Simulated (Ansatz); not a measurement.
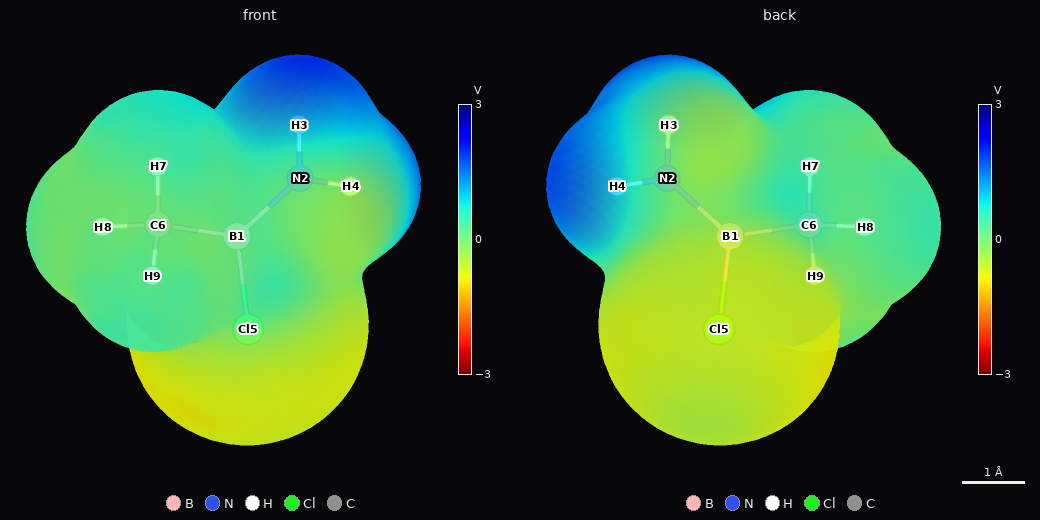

Figure. CH5BClN. The molecular electrostatic potential painted on the density surface at 0.002 e/bohr³, seen from the front and from behind; red is negative and blue positive.

Method: RKS BHLYP/def2-SVP in Ansatz 0.2.0.

```xyz
9

B    -0.0540    0.1302    0.0867
N     0.0367   -0.1840    1.4335
H    -0.7482   -0.5193    1.9625
H     0.8875   -0.0961    1.9599
Cl    1.4366    0.7141   -0.7200
C    -1.3714    0.0056   -0.7520
H    -2.2180   -0.3729   -0.1717
H    -1.6479    0.9813   -1.1663
H    -1.2155   -0.6589   -1.6083
```

Q: Which sites attract a positive test charge, and which a negative one?

A: A positive charge is drawn to the negative regions and a negative charge to the positive ones. The most negative region (about −0.9 V) lies over Cl5, the most positive (about +2.0 V) over H3.
